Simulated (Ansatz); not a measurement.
Computed with PBE (plane waves to 420 eV, PAW; Ansatz, a quantum-chemistry and plane-wave program).

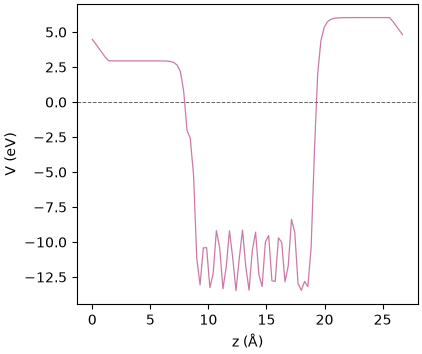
*Plane-averaged electrostatic potential energy along the normal, in eV from the highest filled level, for the (113) surface of diamond (in the relaxation 1 C–C bonds formed), unpaired: 0 pairs of surface atoms bonded, no caps (bottom of the slab: built like the top, H on every dangling bond, free)*

Model: 44-atom slab, 10.9 Å thick at the start with caps and adatoms (thin: gaps and levels are the slab's own), 5x6x1 mesh, Fermi-Dirac 0.025 eV, dipole correction, 8 atoms held, the rest relaxed; no symmetry held; no spin, no spin-orbit, no U. In PBE it is, or lies within 0.01 eV a 1x1 cell of, the lowest of the 2 structures of its composition computed so far; larger cells were not tried.

Question: The surface cell has an area of 21.15 Å². What dipole along the normal does the step between the two vacuum levels imply?

Answer: the top vacuum level lies 3.09 eV above the bottom one; p = −ε₀ A ΔV (ε₀ = 0.005526 e/(V·Å)) gives -0.36 e·Å a cell.
